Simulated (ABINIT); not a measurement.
**A GW chain in ABINIT: BaWO4 (I4_1/a)**

Aim: the G0W0 gap of BaWO4 (I4_1/a) on PBEsol, step by step.

Method: PBEsol and many-body steps on it, plane waves, in ABINIT 10.8.3.

**Experimental background.**

- Gap 5.26 eV: direct gap from absorption edge with Urbach fit; optical absorption; 300 K; bulk crystal (thin cleaved platelet of Czochralski crystal, 10-30 um thick) (“Optical absorption of divalent metal tungstates: Correlation between the band-gap energy and the cation ionic radius”, 2008, arxiv:0807.2115).

This is a report of a sequence of runs, with most program output left out.

### Step 1. The structure

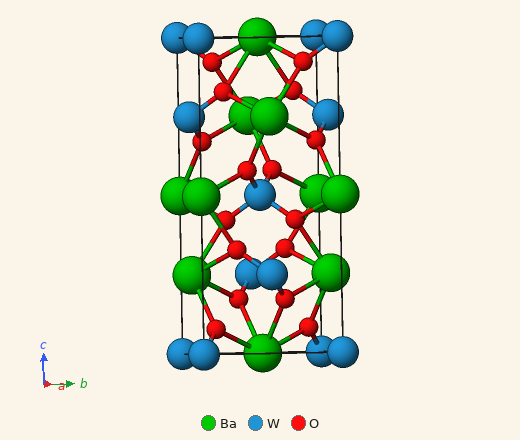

The starting structure, seen slightly off an axis (barium green, tungsten blue, oxygen red). This picture shows the conventional cell, with its axes. Bonds to atoms that aren't drawn are left out. Some periodic images of atoms are drawn too.

The cell and positions are those that the Materials Project relaxed with its own functionals (PBE, PBE+U or r2SCAN), kept fixed. Spin-orbit coupling is left out unless a step names it.

### Step 2. Ground state

This step: ABINIT 10.8.3; DFT, PBEsol, plane waves, norm-conserving pseudopotentials.

The ground-state density comes first.

The input, run.abi:

```
acell 3*1.0 Angstrom
rprim 
  -2.833365905000 2.833365905000 6.369266870000
  2.833365905000 -2.833365905000 6.369266870000
  2.833365905000 2.833365905000 -6.369266870000
ntypat 3
znucl 56 74 8
natom 12
typat 1 1 2 2 3 3 3 3 3 3 3 3
xred 
  0.250000000000 0.750000000000 0.500000000000
  0.500000000000 0.500000000000 -0.000000000000
  0.750000000000 0.250000000000 0.500000000000
  -0.000000000000 0.000000000000 -0.000000000000
  0.152144770000 0.046891860000 0.356239950000
  0.690651910000 0.795904820000 0.643760050000
  0.059348090000 0.454095180000 0.856239950000
  0.545904820000 0.402144770000 0.605252910000
  0.204095180000 0.847855230000 0.894747090000
  0.953108140000 0.309348090000 0.105252910000
  0.796891860000 0.940651910000 0.394747090000
  0.597855230000 0.203108140000 0.143760050000
pp_dirpath "pseudos"
pseudos "Ba.upf, W.upf, O.upf"
ecut 36
ngkpt 4 4 4
nshiftk 1
shiftk 0 0 0
kptopt 1
chksymbreak 0
nband 58
occopt 1
tolvrs 1e-08
nstep 60
prtwf 0
optforces 0
optstress 0
indata_prefix "in"
outdata_prefix "out"
tmpdata_prefix "tmp"
```

The run is started by

```console
> OMP_NUM_THREADS=1 mpirun -n 4 abinit run.abi > log
```

It took 4.1 min on 4 MPI ranks of Arm Neoverse V2, shared host; peak memory 0.96 GiB.

Numbers from this step:

* total energy: -9258.9110 eV
* gap: 4.678 eV
* k of the valence top: 0, 0, 0
* k of the conduction bottom: 0.5, 0.5, 0.5
* least direct gap: 4.707 eV

The gap is indirect, with the least direct gap 0.03 eV higher.

### Step 3. Empty states on the mesh, 2×2×2 mesh, 349 bands

The sums over transitions need many empty states on a uniform mesh; this step solves for them.

Changes to run.abi since step 2:

```diff
@@ -25,3 +25,3 @@
 ecut 36
-ngkpt 4 4 4
+ngkpt 2 2 2
 nshiftk 1
@@ -30,9 +30,10 @@
 chksymbreak 0
-nband 58
-occopt 1
-tolvrs 1e-08
+iscf -2
+irdden 1
+istwfk *1
+nband 349
+nbdbuf 30
+tolwfr 1e-09
 nstep 60
-prtwf 0
-optforces 0
-optstress 0
+prtvol 0
 indata_prefix "in"
```

Wall time 5.5 min (4 MPI ranks); peak memory 0.92 GiB.

Numbers from this step:

| Item | Value |
| --- | --- |
| gap | 4.678 eV |
| k of the valence top | 0, 0, 0 |
| k of the conduction bottom | 0.5, 0.5, 0.5 |
| least direct gap | 4.707 eV |
| k points computed | 4 |
| lowest point of the top converged band, above the valence top | 63.8749 eV |

On this mesh the gap is 4.678 eV.

### Step 4. Screening, 2×2×2 mesh, 158 bands, screening to 98 eV

The RPA dielectric matrix is built and inverted for each q.

This step: RPA screening on PBEsol, plane waves, norm-conserving pseudopotentials.

Changes to run.abi since step 3:

```diff
@@ -30,10 +30,11 @@
 chksymbreak 0
-iscf -2
-irdden 1
 istwfk *1
-nband 349
-nbdbuf 30
-tolwfr 1e-09
-nstep 60
-prtvol 0
+occopt 1
+irdwfk 1
+optdriver 3
+nband 158
+ecuteps 3.6
+inclvkb 2
+awtr 1
+symchi 1
 indata_prefix "in"
@@ -41 +42,2 @@
 tmpdata_prefix "tmp"
+gwmem 10
```

The job ended after 35 min (4 MPI ranks; peak memory 2.9 GiB; 2.3 h of CPU time).

Numbers from this step:

| Quantity | Value |
| --- | --- |
| ε∞ with local fields, on this mesh, along the program's q direction | 3.279 |
| the same without local fields | 4.156 |
| plasma frequency | 25.44 eV |
| plane waves in the screening matrix | 447 |

Local fields lower ε∞ by 21 %. On a Γ-centred mesh this coarse the value itself is usually too large, while a short band sum pulls it down.

### Step 5. Self-energy, 2×2×2 mesh, 158 bands, screening to 98 eV

The self-energy is evaluated for the states that the input lists, and the levels follow from it, in one-shot runs by the linearised quasiparticle equation.

This step: G0W0 on PBEsol, plane waves, norm-conserving pseudopotentials.

Changes to run.abi since step 4:

```diff
@@ -33,8 +33,17 @@
 irdwfk 1
-optdriver 3
+optdriver 4
 nband 158
+gwcalctyp 0
+ecutsigx 36
+symsigma 1
+nkptgw 2
+kptgw 
+  0.0000000000 0.0000000000 0.0000000000
+  0.5000000000 0.5000000000 0.5000000000
+bdgw 
+  47 50
+  47 50
 ecuteps 3.6
-inclvkb 2
-awtr 1
-symchi 1
+irdscr 1
+ppmodel 1
 indata_prefix "in"
@@ -42,2 +51,2 @@
 tmpdata_prefix "tmp"
-gwmem 10
+gwmem 00
```

Run time: 2.4 min. Hardware: 4 MPI ranks; peak memory 4.7 GiB.

This step gave:

```yaml
g0w0_gap_on_the_points_computed: 7.135 eV
starting_gap_on_the_mesh: 4.678 eV
k_of_the_valence_top: 0, 0, 0
k_of_the_conduction_bottom: 0.5, 0.5, 0.5
z_at_the_valence_top: 0.786
z_at_the_conduction_bottom: 0.839
least_direct_g0w0_gap_on_the_computed_points: 7.259 eV
```

The gap on the mesh goes from 4.68 eV to 7.13 eV, a correction of +2.46 eV.

Limits: finite bands, cutoff and mesh; no spin-orbit coupling; coarse k mesh. v1 is the top filled band, c1 the lowest empty one. The levels before and after the correction (eV, zero at the valence-band top of each column):

```csv
,conduction bottom,valence top
Kohn-Sham,4.68,0.00
G0W0,7.13,0.00
```

```
                         level  energy (eV)
Kohn-Sham              Γ v2-v1        0.000
Kohn-Sham                 Γ c1        4.707
Kohn-Sham                 Γ c2        4.937
Kohn-Sham  (0.5 0.5 0.5) v2-v1       -0.103
Kohn-Sham  (0.5 0.5 0.5) c1-c2        4.678
     G0W0              Γ v2-v1        0.000
     G0W0                 Γ c1        7.282
     G0W0                 Γ c2        7.545
     G0W0  (0.5 0.5 0.5) v2-v1       -0.124
     G0W0  (0.5 0.5 0.5) c1-c2        7.135
```

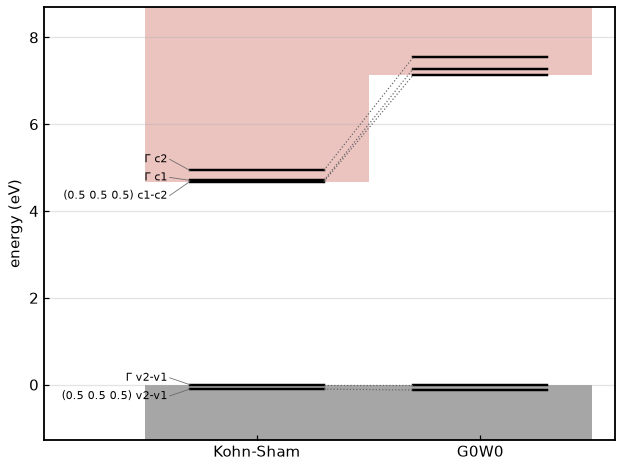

Levels before and after the correction. Shaded: valence and conduction bands.

### Step 6. Where the time went

Times are wall times on 4 MPI ranks of Arm Neoverse V2, shared host, good to a factor of about two.

| step | time | share | memory (GiB) |
| --- | --- | --- | --- |
| ground state | 4.1 min | 9 % | 0.96 |
| empty states on the mesh | 5.5 min | 12 % | 0.92 |
| screening | 35 min | 74 % | 2.9 |
| self-energy | 2.4 min | 5 % | 4.7 |

### Step 7. Summary of results

| Quantity | Value |
| --- | --- |
| PBEsol gap | 4.68 eV, indirect (only 29 meV under the direct gap) |
| G0W0 gap on the mesh | 7.13 eV |
| GW settings | 2×2×2 mesh, 158 bands, screening to 98 eV, Godby-Needs plasmon pole |
| known limits | not at the basis limit; no spin-orbit coupling; coarse k mesh |

In words: G0W0 moves the gap on the mesh from 4.68 eV to 7.13 eV (+2.46 eV), with Z of 0.79 and 0.84 at the edges. Local fields lower the RPA ε∞ on this mesh from 4.16 to 3.28; a Γ-centred mesh this coarse tends to raise both, most where the direct gap is narrow, while a short band sum lowers them. Only 2 of the mesh's irreducible points were corrected, so a valley elsewhere could overtake. The dearest step here is «screening». Against experiment, by G0W0@PBEsol: the direct gap of 7.26 eV lies +2.00 eV from the measured 5.26 eV (direct, 300 K, 2008). An exciton line or allowed optical edge lies below the quasiparticle gap by the binding energy; a forbidden edge can push the onset above it. The calculation has static nuclei and no excitons; a measured gap holds zero-point and thermal motion, which mostly lowers it. A miss this large is more than these effects usually give: tightly bound excitons can cover part of it, absorption edges can read low, one-shot GW can overshoot, and the runs shown don't tell these apart. Bands and cutoff are finite, so the gap is not at the basis limit. The miss can reach some tenths of an eV and take either sign; the mesh is an error of its own. In the G0W0 run levels were corrected at 2 k points alone, so a gap called «on the mesh» is the least over those, and an edge elsewhere would be missed. The 2×2×2 mesh is coarse for this cell, which bears on the long-range parts of exchange and screening. The many-body steps are scalar-relativistic: spin-orbit coupling is not in them.

[Paths, hosts, dates, memory and timing lines, banners, echoed tables and standing remarks are left out of the program output.]

[Logs are printed without paths, hosts, clocks, repeated set-up lines and the standing remarks that a program may print on its own settings, such as how far it seeks lower states.]

[Runs of the session that timed out or met a known fault of the program may be left out.]

[Hosts, paths, dates, database ids (printed as entryN), source tags and the programs' standing remarks are cut or masked in the printed files.]

[G0W0 gaps are taken among the corrected bands and points alone; a level outside them can change the order at an edge.]

[Where Ansatz stands beside ABINIT at settings called matched, ABINIT's density can come from a denser mesh and the files from another edition; pairs whose starting gaps differed by over 0.03 eV were left out, so agreement reads better than it is.]
